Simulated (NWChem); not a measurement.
# C2H2NO (SMILES [N]=CC=O) at 5 levels

We compute a comparison of 5 runs (UHF/def2-SVP, UB3LYP/3-21G, UBP86/6-31G*, UPBE0/def2-SVP, UMP2/6-31G*) of C2H2NO. 

Program for the calculation: NWChem 7.3.0.

## (1) Starting point

C2H2NO has 6 atoms, charge 0, and is taken as a doublet. SMILES: `[N]=CC=O`. The shape is that of a GFN2-xTB optimisation.

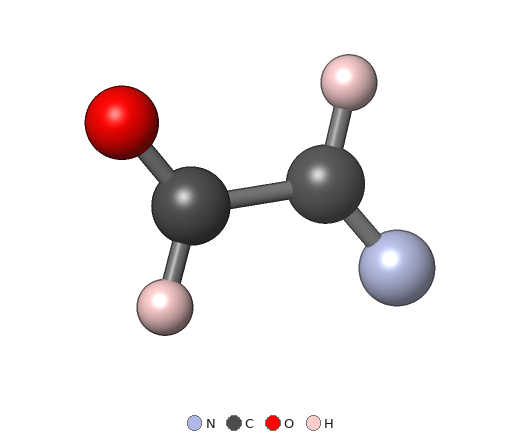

The structure, seen from a chosen angle (nitrogen light blue, carbon dark grey, oxygen red, hydrogen pink).

## (2) Energy and gradient at UHF/def2-SVP (run 1)

File run.py:

```python
from ase import Atoms
from ase.calculators.nwchem import NWChem

atoms = Atoms('NCCOHH', positions=[
    [-1.294100, 0.916140, -0.771850],
    [-0.224680, 0.687070, -0.236310],
    [0.226200, -0.686780, 0.236000],
    [1.269530, -0.889420, 0.771120],
    [0.542970, 1.441260, -0.026420],
    [-0.519920, -1.468270, 0.027450],
])

calc = NWChem(
    label='nw',
    theory='scf',
    memory='2200 mb',
    basis='def2-SVP',
    basispar='spherical bse',
    scf={'nopen': '1', 'uhf': None, 'thresh': '1e-08', 'maxiter': '80'},
)
atoms.calc = calc

forces = atoms.get_forces()
print("Total energy (eV):", round(atoms.get_potential_energy(), 6))
print("forces (eV/A):")
for s, f in zip(atoms.symbols, forces):
    print(f"{s:2s} {f[0]:10.5f} {f[1]:10.5f} {f[2]:10.5f}")
```

The run is started by

```
export ASE_NWCHEM_COMMAND="nwchem PREFIX.nwi > PREFIX.nwo"
python run.py
```

What it wrote:

```text
Total energy (eV): -5605.284162
forces (eV/A):
N    -2.68166    0.49458   -1.33481
C     3.89712   -1.05513    2.00896
C    -0.72397    0.12814   -0.36134
O    -0.44089    0.31141   -0.27454
H    -0.29161    0.35517   -0.20065
H     0.24107   -0.23418    0.16234
```

The calculator wrote nw.nwi:

```
title "nw"

permanent_dir nw

scratch_dir nw

start nw

geometry units angstrom nocenter noautosym noautoz
  N  -1.2941000000000000e+00 9.1613999999999995e-01 -7.7185000000000004e-01
  C  -2.2467999999999999e-01 6.8706999999999996e-01 -2.3630999999999999e-01
  C  2.2620000000000001e-01 -6.8677999999999995e-01 2.3599999999999999e-01
  O  1.2695300000000000e+00 -8.8941999999999999e-01 7.7112000000000003e-01
  H  5.4296999999999995e-01 1.4412600000000000e+00 -2.6419999999999999e-02
  H  -5.1992000000000005e-01 -1.4682700000000000e+00 2.7449999999999999e-02
end

memory 2200 mb

basis spherical bse noprint
   * library def2-SVP
end

scf
  nopen 1
  uhf
  thresh 1e-08
  maxiter 80
end

task scf gradient
```

nw.nwo:

```text
Northwest Computational Chemistry Package (NWChem) 7.3.0
             --------------------------------------------------------

           Job information
           ---------------

    nwchem branch   = 7.3.0
    use scalapack   = T
    input           = nw.nwi
    prefix          = nw.
    data base       = nw/nw.db
    status          = startup
    nproc           =        1

           Memory information
           ------------------

[... 5 lines left out ...]
    hardfail = no
[... 40 lines left out ...]
            Nuclear Dipole moment (a.u.)
[... 83 lines left out ...]
 2-e energy   =     165.834505
[... 18 lines left out ...]
  ga_iter_lsolve: convergence stagnant ... aborting solve
[... 13 lines left out ...]
      One electron energy =   -470.297718573190
[... 9 lines left out ...]
          Final alpha eigenvalues
[... 229 lines left out ...]
                     UHF Final Beta Molecular Orbital Analysis
[... 256 lines left out ...]
                 ----------------------------------------
                 |  Time  |  1-e(secs)   |  2-e(secs)   |
                 ----------------------------------------
                 |  CPU   |       0.00   |       0.75   |
                 ----------------------------------------
                 |  WALL  |       0.00   |       0.75   |
                 ----------------------------------------

 Task  times  cpu:       14.3s     wall:       14.3s
 Total times  cpu:       14.3s     wall:       14.3s
```

Run time: 15 s. Hardware: 1 thread of AMD EPYC 9R45 (Zen 5), shared host; peak memory 0.1 GiB.

## (3) Energy and forces at UB3LYP/3-21G (run 2)

run.py, as its differences from that of step 2:

```diff
@@ -13,8 +13,8 @@
 calc = NWChem(
-    label='nw',
-    theory='scf',
+    label='job',
+    theory='dft',
     memory='2200 mb',
-    basis='def2-SVP',
+    basis='3-21G',
     basispar='spherical bse',
-    scf={'nopen': '1', 'uhf': None, 'thresh': '1e-08', 'maxiter': '80'},
+    dft={'xc': 'b3lyp', 'mult': '2', 'grid': 'xfine', 'convergence': 'energy 1e-08', 'iterations': '100', 'mulliken': None},
 )
```

The run is started by

```
export ASE_NWCHEM_COMMAND="nwchem PREFIX.nwi > PREFIX.nwo"
python run.py
```

What it wrote:

```text
Total energy (eV): -5609.344822
forces (eV/A):
N    -2.48919    0.54096   -1.25593
C     2.35112   -0.28051    1.14059
C    -2.44738   -0.03368   -1.15859
O     2.64037   -0.37739    1.32222
H     0.06968    0.14367    0.00771
H    -0.12454    0.00689   -0.05605
```

The calculator wrote job.nwi:

```
title "job"

permanent_dir job

scratch_dir job

start job

geometry units angstrom nocenter noautosym noautoz
  N  -1.2941000000000000e+00 9.1613999999999995e-01 -7.7185000000000004e-01
  C  -2.2467999999999999e-01 6.8706999999999996e-01 -2.3630999999999999e-01
  C  2.2620000000000001e-01 -6.8677999999999995e-01 2.3599999999999999e-01
  O  1.2695300000000000e+00 -8.8941999999999999e-01 7.7112000000000003e-01
  H  5.4296999999999995e-01 1.4412600000000000e+00 -2.6419999999999999e-02
  H  -5.1992000000000005e-01 -1.4682700000000000e+00 2.7449999999999999e-02
end

memory 2200 mb

basis spherical bse noprint
   * library 3-21G
end

dft
  xc b3lyp
  mult 2
  grid xfine
  convergence energy 1e-08
  iterations 100
  mulliken
end

task dft gradient
```

job.nwo:

```text
Northwest Computational Chemistry Package (NWChem) 7.3.0
             --------------------------------------------------------

           Job information
           ---------------

    nwchem branch   = 7.3.0
    use scalapack   = T
    input           = job.nwi
    prefix          = job.
    data base       = job/job.db
    status          = startup
    nproc           =        1

           Memory information
           ------------------

[... 5 lines left out ...]
    hardfail = no
[... 120 lines left out ...]
          Convergence on energy requested:  1.00D-08
[... 30 lines left out ...]
          total energy or number of iterations.
[... 84 lines left out ...]
      One electron energy =     -469.485352086450
[... 693 lines left out ...]
          Convergence on energy requested:  1.00D-08
[... 30 lines left out ...]
          total energy or number of iterations.
[... 37 lines left out ...]
                 ----------------------------------------
                 |  Time  |  1-e(secs)   |  2-e(secs)   |
                 ----------------------------------------
                 |  CPU   |       0.00   |       0.13   |
                 ----------------------------------------
                 |  WALL  |       0.00   |       0.13   |
                 ----------------------------------------

 Task  times  cpu:       10.5s     wall:       10.5s
 Total times  cpu:       10.5s     wall:       10.5s
```

Wall time 12 s (1 thread of AMD EPYC 9R45 (Zen 5), shared host); peak memory 0.13 GiB.

Run 3 isn't shown in full; the table further down has it.

## (4) Energy and forces at UPBE0/def2-SVP (run 4)

File work.xyz:

```xyz
6

N     -1.294100     0.916140    -0.771850
C     -0.224680     0.687070    -0.236310
C      0.226200    -0.686780     0.236000
O      1.269530    -0.889420     0.771120
H      0.542970     1.441260    -0.026420
H     -0.519920    -1.468270     0.027450
```

File run.py:

```python
from ase.io import read
from ase.calculators.nwchem import NWChem

system = read('work.xyz')

calc = NWChem(
    label='work',
    theory='dft',
    memory='2200 mb',
    basis='def2-SVP',
    basispar='spherical bse',
    dft={'xc': 'pbe0', 'mult': '2', 'grid': 'xfine', 'convergence': 'energy 1e-08', 'iterations': '100', 'mulliken': None},
)
system.calc = calc

forces = system.get_forces()
print("Total energy (eV):", round(system.get_potential_energy(), 6))
print("forces (eV/A):")
for s, f in zip(system.symbols, forces):
    print(f"{s:2s} {f[0]:10.5f} {f[1]:10.5f} {f[2]:10.5f}")
```

The run is started by

```
export ASE_NWCHEM_COMMAND="nwchem PREFIX.nwi > PREFIX.nwo"
python run.py
```

What it wrote:

```text
Total energy (eV): -5630.183427
forces (eV/A):
N    -1.83633    0.32854   -0.91176
C     2.01852   -0.60344    1.05055
C    -0.62457    0.09796   -0.31275
O     0.47499    0.09806    0.20404
H     0.22502    0.56215   -0.00149
H    -0.25762   -0.48332   -0.02859
```

The calculator wrote work.nwi:

```
title "work"

permanent_dir work

scratch_dir work

start work

geometry units angstrom nocenter noautosym noautoz
  N  -1.2941000000000000e+00 9.1613999999999995e-01 -7.7185000000000004e-01
  C  -2.2467999999999999e-01 6.8706999999999996e-01 -2.3630999999999999e-01
  C  2.2620000000000001e-01 -6.8677999999999995e-01 2.3599999999999999e-01
  O  1.2695300000000000e+00 -8.8941999999999999e-01 7.7112000000000003e-01
  H  5.4296999999999995e-01 1.4412600000000000e+00 -2.6419999999999999e-02
  H  -5.1992000000000005e-01 -1.4682700000000000e+00 2.7449999999999999e-02
end

memory 2200 mb

basis spherical bse noprint
   * library def2-SVP
end

dft
  xc pbe0
  mult 2
  grid xfine
  convergence energy 1e-08
  iterations 100
  mulliken
end

task dft gradient
```

work.nwo:

```text
Northwest Computational Chemistry Package (NWChem) 7.3.0
             --------------------------------------------------------

           Job information
           ---------------

    nwchem branch   = 7.3.0
    use scalapack   = T
    input           = work.nwi
    prefix          = work.
    data base       = work/work.db
    status          = startup
    nproc           =        1

           Memory information
           ------------------

[... 5 lines left out ...]
    hardfail = no
[... 120 lines left out ...]
          Convergence on energy requested:  1.00D-08
[... 29 lines left out ...]
          total energy or number of iterations.
[... 98 lines left out ...]
      One electron energy =     -470.785126172207
[... 1063 lines left out ...]
          Convergence on energy requested:  1.00D-08
[... 29 lines left out ...]
          total energy or number of iterations.
[... 37 lines left out ...]
                 ----------------------------------------
                 |  Time  |  1-e(secs)   |  2-e(secs)   |
                 ----------------------------------------
                 |  CPU   |       0.00   |       0.73   |
                 ----------------------------------------
                 |  WALL  |       0.00   |       0.73   |
                 ----------------------------------------

 Task  times  cpu:       24.4s     wall:       24.4s
 Total times  cpu:       24.5s     wall:       24.5s
```

It took 26 s on 1 thread of AMD EPYC 9R45 (Zen 5), shared host; peak memory 0.14 GiB.

## (5) Energy and forces at UMP2/6-31G(d) (spherical functions) (run 5)

File run.py:

```python
from ase import Atoms
from ase.calculators.nwchem import NWChem

atoms = Atoms(['N', 'C', 'C', 'O', 'H', 'H'], positions=[
    [-1.294100, 0.916140, -0.771850],
    [-0.224680, 0.687070, -0.236310],
    [0.226200, -0.686780, 0.236000],
    [1.269530, -0.889420, 0.771120],
    [0.542970, 1.441260, -0.026420],
    [-0.519920, -1.468270, 0.027450],
])

calc = NWChem(
    label='m1',
    theory='mp2',
    memory='2200 mb',
    basis='6-31G*',
    basispar='spherical bse',
    scf={'nopen': '1', 'uhf': None, 'thresh': '1e-08', 'maxiter': '80', 'print': 'low'},
    mp2={'freeze': 'core 4', 'tight': None},
)
atoms.calc = calc

forces = atoms.get_forces()
print("Total energy (eV):", round(atoms.get_potential_energy(), 6))
print("forces (eV/A):")
for s, f in zip(atoms.symbols, forces):
    print(f"{s:2s} {f[0]:10.5f} {f[1]:10.5f} {f[2]:10.5f}")
```

The run is started by

```
export ASE_NWCHEM_COMMAND="nwchem PREFIX.nwi > PREFIX.nwo"
python run.py
```

What it wrote:

```text
Total energy (eV): -5623.757196
forces (eV/A):
N     0.33023   -0.25233    0.19890
C     0.09729    1.03132   -0.14578
C     1.62031   -1.45113    1.05117
O    -1.79370    0.60817   -0.96956
H    -0.11945    0.34998   -0.12367
H    -0.13462   -0.28601   -0.01106
```

The calculator wrote m1.nwi:

```
title "m1"

permanent_dir m1

scratch_dir m1

start m1

geometry units angstrom nocenter noautosym noautoz
  N  -1.2941000000000000e+00 9.1613999999999995e-01 -7.7185000000000004e-01
  C  -2.2467999999999999e-01 6.8706999999999996e-01 -2.3630999999999999e-01
  C  2.2620000000000001e-01 -6.8677999999999995e-01 2.3599999999999999e-01
  O  1.2695300000000000e+00 -8.8941999999999999e-01 7.7112000000000003e-01
  H  5.4296999999999995e-01 1.4412600000000000e+00 -2.6419999999999999e-02
  H  -5.1992000000000005e-01 -1.4682700000000000e+00 2.7449999999999999e-02
end

memory 2200 mb

basis spherical bse noprint
   * library 6-31G*
end

scf
  nopen 1
  uhf
  thresh 1e-08
  maxiter 80
  print low
end
mp2
  freeze core 4
  tight
end

task mp2 gradient
```

m1.nwo:

```text
Northwest Computational Chemistry Package (NWChem) 7.3.0
             --------------------------------------------------------

           Job information
           ---------------

    nwchem branch   = 7.3.0
    use scalapack   = T
    input           = m1.nwi
    prefix          = m1.
    data base       = m1/m1.db
    status          = startup
    nproc           =        1

           Memory information
           ------------------

[... 5 lines left out ...]
    hardfail = no
[... 109 lines left out ...]
       Final UHF  results
[... 4 lines left out ...]
      Two electron energy =    168.252273309248
[... 108 lines left out ...]
                Dipole Moments (a.u.)
[... 135 lines left out ...]
  MP2 natural orbitals output to m1/m1.mp2nos
[... 12 lines left out ...]
                 ----------------------------------------
                 |  Time  |  1-e(secs)   |  2-e(secs)   |
                 ----------------------------------------
                 |  CPU   |       0.00   |       0.93   |
                 ----------------------------------------
                 |  WALL  |       0.00   |       0.93   |
                 ----------------------------------------
 -----------------------
 Task  times  cpu:       21.8s     wall:       21.8s
 Total times  cpu:       21.8s     wall:       21.8s
```

Wall time 23 s (1 thread of AMD EPYC 9R45 (Zen 5), shared host); peak memory 0.15 GiB.

## (6) Overview of the runs

| run | level | iteration cap | module | energy (Eh) | dipole moment (D) | HOMO energy (eV) | LUMO energy (eV) | wall time |
| --- | --- | --- | --- | --- | --- | --- | --- | --- |
| 1 | UHF/def2-SVP | 80 | scf | -205.990395 | 0.31 | -11.76 | 2.02 | 15 s |
| 2 | UB3LYP/3-21G | 100 | dft | -206.139622 | 0.25 | -6.90 | -2.99 | 12 s |
| 3 | UBP86/6-31G* (spherical functions) | 100 | dft | -207.292713 | 0.44 | -5.92 | -4.27 | 21 s |
| 4 | UPBE0/def2-SVP | 100 | dft | -206.905426 | 0.12 | -7.62 | -2.96 | 26 s |
| 5 | UMP2/6-31G* (spherical functions) | 80 | mp2 | -206.669267 | 0.49 | – | – | 23 s |

## (7) Outcome

| quantity | value |
| --- | --- |
| run 5: total energy | -206.66927 Eh |
| run 5: dipole moment (of the density that the program reports) | 0.49 D |
| run 5: correlation energy (4 core orbitals frozen) | -517.0 mEh |
| run 5: ⟨S²⟩ of the reference determinant | 1.028 |
| run 5: largest force on an atom | 2.416 eV/Å |

In words: The dipole moment (its size) runs from 0.12 D (UPBE0/def2-SVP) to 0.49 D (UMP2/6-31G*). The two ends differ in method and basis. The two dipoles point in opposite directions. Totals of different functionals can't be ranked against each other. Spin contamination of the reference: run 1 ⟨S²⟩ = 1.04, run 5 ⟨S²⟩ = 1.03. All runs together took 97 s, the longest 26 s.
